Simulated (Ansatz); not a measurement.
**GeAsH (singlet): from Hartree-Fock to the top rungs at a displaced geometry (v2), cc-pVTZ**

How much of the correlation energy of GeAsH (singlet) does each wave-function method recover here?

The runs use Ansatz 0.2.0, Gaussian basis; cc-pVTZ, core rule «outside noble gas», up to 28 orbitals frozen.

Plan: UHF; CCSD(T) on RHF; CCSD(T) on UHF; BCCD(T) on RHF; CCSDT(Q) on RHF; CASSCF and NEVPT2, 10 electrons in 9 orbitals.

14 further runs of the same task are left out: 6 that didn't finish, 8 set aside as unsound or not needed.

### Step 1. The geometry

The geometry is a PBE0/def2-TZVP stationary point (not a proven minimum) with its atoms shifted at random (size 0.100 Å). No spin-orbit coupling is included. The filled d shell of Ge, As may be among the frozen orbitals whatever the setting's name suggests; the logs give the count.

3 atoms, charge 0, spin multiplicity 1.

Atoms are counted from 1 here; the program's logs count them from 0.

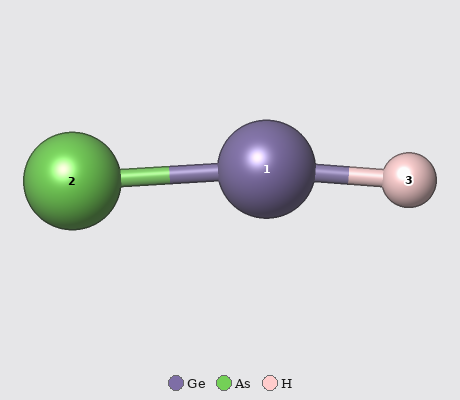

The geometry (germanium purple, arsenic green, hydrogen pink); atoms are numbered from 1 in the order of the file.

In the tables R marks a restricted determinant and U an unrestricted one; 'valence' is the active space of 10 electrons in 9 orbitals; energies count from the table's Hartree-Fock row.

### Step 2. UHF

in.yaml

```yaml
crystal:
  periodic: [false, false, false]
  atoms:
    - {symbol: Ge, position_ang: [0.084376, 0.005225, 0.183398]}
    - {symbol: As, position_ang: [-0.080498, 0.013599, -1.896009]}
    - {symbol: H, position_ang: [-0.003878, -0.018825, 1.712611]}
basis:
  gaussian: {orbitals: cc-pVTZ}
magnetization: {spin_polarized: true, initial_magnetization: 0}
hamiltonian: {xc: hf}
output: {orbitals: {seedname: orbitals}}
```

Started as:

```console
ansatz run in.yaml --threads 1 --pin off --events-out ev --progress --plain --max-ram 2393MiB
```

The log of the run:

```text
Functional definition: HF
  name "HF"
  cite "Fock, Z. Phys. 61, 126 (1930) doi:10.1007/BF01340294"
  parent pbe
  exchange = exact_x
  correlation = 0
648 factors; integrals over basis functions are off by at most 9.9e-4 eV
mean field evaluation 1: about -117285.0606 eV, gradient 1.0e1 eV
mean field evaluation 2: about -117285.0634 eV, gradient 1.0e1 eV
mean field evaluation 4: about -117286.0063 eV, gradient 1.4e0 eV
mean field evaluation 8: about -117286.0316 eV, gradient 7.3e-4 eV
mean field evaluation 16: about -117286.0300 eV, gradient 3.9e-1 eV
mean field evaluation 32: about -117286.1491 eV, gradient 1.1e0 eV
mean field -117286.27262719 eV, -4310.1910195583 hartree, gradient 4.9e-5 eV, S^2 0.797061; 6 other end points of the search recorded, 0 dependent functions left out
reference -117286.27262719 eV, -4310.1910195583 hartree; 33, 33 occupied and 67, 67 virtual orbitals, 648 factors
Total energy: -117286.27262719 eV, -4310.1910195583 hartree
```

It took 11 s on 1 thread of Arm Neoverse V1, shared host.

From the report: ⟨S²⟩ of the determinant 0.797 (pure singlet: 0.00). The determinant is far from a pure spin state, so its energy mixes those of several spin states (harmless only where they are near-degenerate, as at dissociation).

The unrestricted solution breaks the spin symmetry, so the restricted determinant is unstable here.

### Step 3. CCSD(T) on RHF

in.yaml, as its differences from that of step 2:

```diff
@@ -8,4 +8,3 @@
   gaussian: {orbitals: cc-pVTZ}
-magnetization: {spin_polarized: true, initial_magnetization: 0}
-hamiltonian: {xc: hf}
-output: {orbitals: {seedname: orbitals}}
+magnetization: {spin_polarized: false}
+correlation: {method: ccsd_t, electrons: outside_noble_gas}
```

The command is unchanged.

The log of the run, shortened:

```text
Functional definition: HF
  name "HF"
  cite "Fock, Z. Phys. 61, 126 (1930) doi:10.1007/BF01340294"
  parent pbe
[...]
648 factors; integrals over basis functions are off by at most 9.9e-4 eV
[...]
mean field -117286.03155314 eV, -4310.1821602504 hartree, gradient 5.1e-6 eV, S^2 0.000000; 0 other end points of the search recorded, 0 dependent functions left out; unrestricted orbitals would lower it
28 core orbitals not correlated: weight in the atoms' cores, before any rotation towards them, 0.999 or more for the frozen orbitals, at most 0.001 for the correlated occupied ones
reference -117286.03155314 eV, -4310.1821602504 hartree; 5, 5 occupied and 67, 67 virtual orbitals, 648 factors
second order -6.47670471 eV of doubles, -0.00000000 eV of singles
cycle   1  -6.60132257 eV  change   -1.2e-1 eV  update   1.0e-1
[...]
cycle  10  -6.94713778 eV  change    9.7e-6 eV  update   8.9e-6
perturbative correction -0.47331082 eV, -0.0173938517 hartree
Total energy: -117293.45200174 eV, -4310.4548567067 hartree
```

Run time: 3.4 s. Hardware: 1 thread of Arm Neoverse V1, shared host.

From the report: correlation -7.4204 eV; T1 0.021; largest double amplitude 0.12.

### Step 4. CCSD(T) on UHF

in.yaml, as its differences from that of step 3:

```diff
@@ -8,3 +8,3 @@
   gaussian: {orbitals: cc-pVTZ}
-magnetization: {spin_polarized: false}
+magnetization: {spin_polarized: true, initial_magnetization: 0}
 correlation: {method: ccsd_t, electrons: outside_noble_gas}
```

The command is unchanged.

The log of the run, shortened:

```text
Functional definition: HF
  name "HF"
  cite "Fock, Z. Phys. 61, 126 (1930) doi:10.1007/BF01340294"
  parent pbe
[...]
648 factors; integrals over basis functions are off by at most 9.9e-4 eV
[...]
mean field -117286.27262719 eV, -4310.1910195583 hartree, gradient 2.3e-6 eV, S^2 0.797048; 7 other end points of the search recorded, 0 dependent functions left out
determinant -117286.27262719 eV, -4310.1910195583 hartree, with singles and doubles -117292.94129046 eV, -4310.4360884132 hartree
determinant -117284.01247680 eV, -4310.1079605634 hartree, with singles and doubles -117290.10512126 eV, -4310.3318611177 hartree
determinant -117283.86607206 eV, -4310.1025802885 hartree, with singles and doubles -117289.97529483 eV, -4310.3270900842 hartree
determinant -117283.18074324 eV, -4310.0773949189 hartree, with singles and doubles -117289.76730448 eV, -4310.3194465798 hartree
determinant -117286.03155314 eV, -4310.1821602504 hartree, with singles and doubles -117293.04773516 eV, -4310.4400001838 hartree
28 core orbitals not correlated: weight in the atoms' cores, before any rotation towards them, 0.999 or more for the frozen orbitals, at most 0.001 for the correlated occupied ones
reference -117286.27262719 eV, -4310.1910195583 hartree; 5, 5 occupied and 67, 67 virtual orbitals, 648 factors
second order -5.43074096 eV of doubles, -0.00000000 eV of singles
cycle   1  -6.60195699 eV  change   -3.5e-1 eV  update   3.0e-2
[...]
cycle  11  -6.65361822 eV  change   -1.8e-6 eV  update   5.9e-6
perturbative correction -0.45037382 eV, -0.0165509325 hartree
Total energy: -117293.37661923 eV, -4310.4520864505 hartree
```

Wall time 32 s (1 thread of Arm Neoverse V1, shared host); peak memory 0.3 GiB.

From the report: ⟨S²⟩ of the determinant 0.797 (pure singlet: 0.00); correlation -7.1040 eV; T1 0.101; largest double amplitude 0.13. The determinant is far from a pure spin state, so its energy mixes those of several spin states (harmless only where they are near-degenerate, as at dissociation).

### Step 5. BCCD(T) on RHF

in.yaml, as its differences from that of step 4:

```diff
@@ -8,3 +8,3 @@
   gaussian: {orbitals: cc-pVTZ}
-magnetization: {spin_polarized: true, initial_magnetization: 0}
-correlation: {method: ccsd_t, electrons: outside_noble_gas}
+magnetization: {spin_polarized: false}
+correlation: {method: bccd_t, electrons: outside_noble_gas}
```

Launched as before.

The log of the run, shortened:

```text
Functional definition: HF
  name "HF"
  cite "Fock, Z. Phys. 61, 126 (1930) doi:10.1007/BF01340294"
  parent pbe
[...]
648 factors; integrals over basis functions are off by at most 9.9e-4 eV
[...]
mean field -117286.03155314 eV, -4310.1821602504 hartree, gradient 5.1e-6 eV, S^2 0.000000; 0 other end points of the search recorded, 0 dependent functions left out; unrestricted orbitals would lower it
28 core orbitals not correlated: weight in the atoms' cores, before any rotation towards them, 0.999 or more for the frozen orbitals, at most 0.001 for the correlated occupied ones
reference -117286.03155314 eV, -4310.1821602504 hartree; 5, 5 occupied and 67, 67 virtual orbitals, 648 factors
second order -6.47670471 eV of doubles, -0.00000000 eV of singles
cycle   1  -6.60497529 eV  change   -1.3e-1 eV  update   1.0e-1
[...]
cycle  11  -6.92414235 eV  change   -1.9e-6 eV  update   6.7e-6
perturbative correction -0.49568432 eV, -0.0182160629 hartree
Total energy: -117293.45137981 eV, -4310.4548338512 hartree
```

It took 3.9 s on 1 thread of Arm Neoverse V1, shared host.

From the report: correlation -7.4198 eV; largest double amplitude 0.11.

### Step 6. CCSDT(Q) on RHF

in.yaml, as its differences from that of step 5:

```diff
@@ -9,2 +9,2 @@
 magnetization: {spin_polarized: false}
-correlation: {method: bccd_t, electrons: outside_noble_gas}
+correlation: {method: ccsdt_q, electrons: outside_noble_gas}
```

Same command.

The log of the run, shortened:

```text
Functional definition: HF
  name "HF"
  cite "Fock, Z. Phys. 61, 126 (1930) doi:10.1007/BF01340294"
  parent pbe
[...]
1096 factors; integrals over basis functions are off by at most 2.5e-7 eV
[...]
mean field -117286.03158816 eV, -4310.1821615373 hartree, gradient 2.4e-6 eV, S^2 0.000000; 0 other end points of the search recorded, 0 dependent functions left out; unrestricted orbitals would lower it
28 core orbitals not correlated: weight in the atoms' cores, before any rotation towards them, 0.999 or more for the frozen orbitals, at most 0.001 for the correlated occupied ones
reference -117286.03158816 eV, -4310.1821615373 hartree; 5, 5 occupied and 67, 67 virtual orbitals, 1096 factors
second order -6.47674657 eV of doubles, -0.00000000 eV of singles
cycle   1  -6.60130714 eV  change   -1.2e-1 eV  update   1.3e-1
[...]
cycle  16  -7.43934597 eV  change   -4.3e-7 eV  update   7.1e-7
perturbative correction -0.05288810 eV, -0.0019436017 hartree
Total energy: -117293.52382223 eV, -4310.4574960609 hartree
```

It took 61 s on 1 thread of Arm Neoverse V1, shared host; peak memory 0.69 GiB.

From the report: correlation -7.4922 eV; T1 0.022; largest double amplitude 0.14.

### Step 7. CASSCF and NEVPT2, 10 electrons in 9 orbitals

in.yaml, as its differences from that of step 6:

```diff
@@ -8,3 +8,2 @@
   gaussian: {orbitals: cc-pVTZ}
-magnetization: {spin_polarized: false}
-correlation: {method: ccsdt_q, electrons: outside_noble_gas}
+correlation: {method: sc_nevpt2, electrons: outside_noble_gas, active_space: {window: {electrons: 10, orbitals: 9}, shells: [{species: As, l: s, shell: 4}, {species: As, l: p, shell: 4}, {species: Ge, l: s, shell: 4}, {species: Ge, l: p, shell: 4}, {species: H, l: s, shell: 1}]}}
```

The command is unchanged.

The log of the run:

```text
Functional definition: HF
  name "HF"
  cite "Fock, Z. Phys. 61, 126 (1930) doi:10.1007/BF01340294"
  parent pbe
  exchange = exact_x
  correlation = 0
1096 factors; integrals over basis functions are off by at most 2.5e-7 eV
mean field evaluation 1: about -117284.9191 eV, gradient 1.5e1 eV
mean field evaluation 2: about -117285.0449 eV, gradient 1.5e1 eV
mean field evaluation 4: about -117286.0057 eV, gradient 2.0e0 eV
mean field evaluation 8: about -117286.0310 eV, gradient 2.1e-1 eV
mean field evaluation 16: about -117286.0316 eV, gradient 2.4e-6 eV
mean field -117286.03158816 eV, -4310.1821615373 hartree, gradient 2.4e-6 eV, S^2 0.000000; 0 other end points of the search recorded, 0 dependent functions left out; unrestricted orbitals would lower it
reference -117286.03158816 eV, -4310.1821615373 hartree; 33, 33 occupied and 67, 67 virtual orbitals, 1096 factors
state -117288.76887530 eV, -4310.2827549844 hartree
state -117288.76887530 eV, -4310.2827549844 hartree; corrected -117292.49165056 eV, -4310.4195644517 hartree
Total energy: -117292.49165056 eV, -4310.4195644517 hartree
Checks for a lower state left out: starts, orbital_swaps
```

Run time: 13 s. Hardware: 1 thread of Arm Neoverse V1, shared host; peak memory 0.3 GiB.

From the report: 8,036 determinants; active occupations 1.99, 1.97, 1.95, 1.91, 1.91, 0.10, 0.10, 0.06, 0.02.

### Step 8. Natural occupations

Natural occupations of the CASSCF valence state about the gap (report; correlated orbitals 1 to 9): 1.993, 1.973, 1.950, 1.909, 1.906, 0.099, 0.097, 0.058, 0.015. The count of effectively unpaired electrons, Σ n²(2 − n)², is 0.16; a single determinant of this spin has 0.

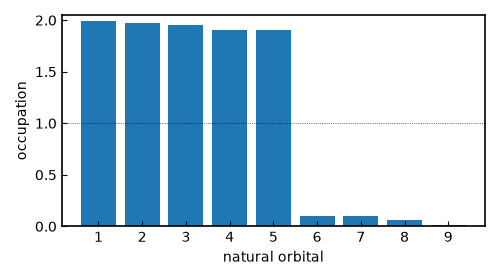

Natural occupations of the CASSCF valence state.

### Step 9. Misses and costs

No level here is safe as a reference; RCCSDT(Q) serves as a yardstick only. Rows without a time come out of other runs: HF, MP2 and CCSD of CCSD(T), CCSDT of CCSDT(Q), CASSCF and MRCISD of the multireference runs.

Differences are taken before rounding.

```csv
method,energy from the lowest RHF (kcal/mol),from RCCSDT(Q) (kcal/mol),time
RHF,0.00,+172.78,
UHF,-5.56,+167.22,
RMP2,-149.36,+23.42,
UMP2,-130.80,+41.98,
RCCSD,-160.20,+12.57,
UCCSD,-159.00,+13.78,
RCCSD(T),-171.12,+1.66,3.4 s
UCCSD(T),-169.38,+3.39,32 s
BCCD(T),-171.11,+1.67,3.9 s
RCCSDT,-171.56,+1.22,
RCCSDT(Q),-172.78,0,61 s
CASSCF valence,-63.12,+109.65,
NEVPT2 valence,-148.97,+23.80,13 s
```

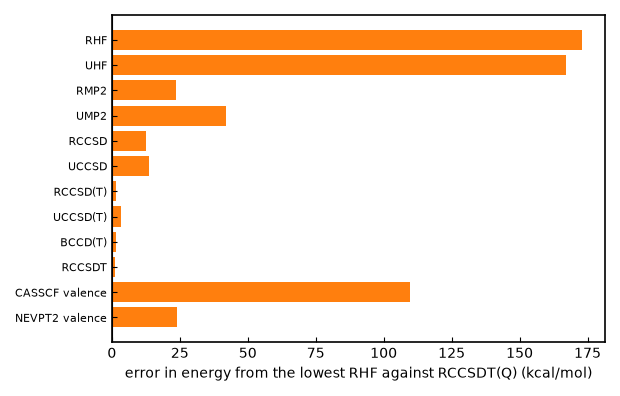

How far each level lands from RCCSDT(Q).

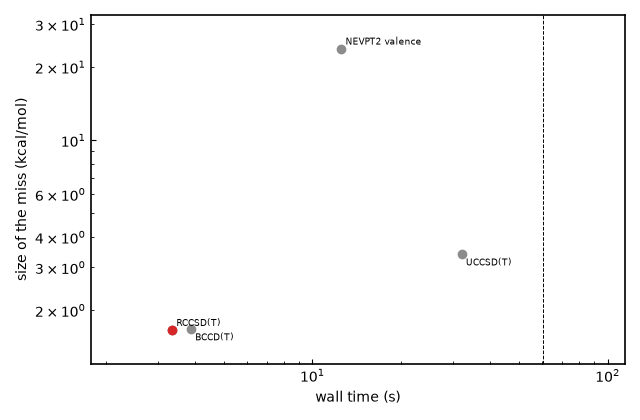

Miss against cost. Red marks the levels that no quicker level drawn beats (of those quicker than the yardstick), and the dashed line is the time of RCCSDT(Q). Times are from a shared host.

### Step 10. Outcome

```
                      quantity            value
RCCSDT(Q) below the RHF energy       -7.4923 eV
           RMP2 from RCCSDT(Q)  +23.42 kcal/mol
           UMP2 from RCCSDT(Q)  +41.98 kcal/mol
          RCCSD from RCCSDT(Q)  +12.57 kcal/mol
       RCCSD(T) from RCCSDT(Q)   +1.66 kcal/mol
       UCCSD(T) from RCCSDT(Q)   +3.39 kcal/mol
 NEVPT2 valence from RCCSDT(Q)  +23.80 kcal/mol
                 T1 diagnostic            0.021
effectively unpaired electrons             0.16
```

**Reading.** RCCSD(T) lands +1.66 kcal/mol from the yardstick (1.0 % of the correlation energy). CCSD(T) misses by +1.66 kcal/mol on the restricted determinant and by +3.39 kcal/mol on the unrestricted one; the two need not hold the same state or core. One determinant dominates. Warnings: restricted reference is unstable; spin contamination; large T1 diagnostic.
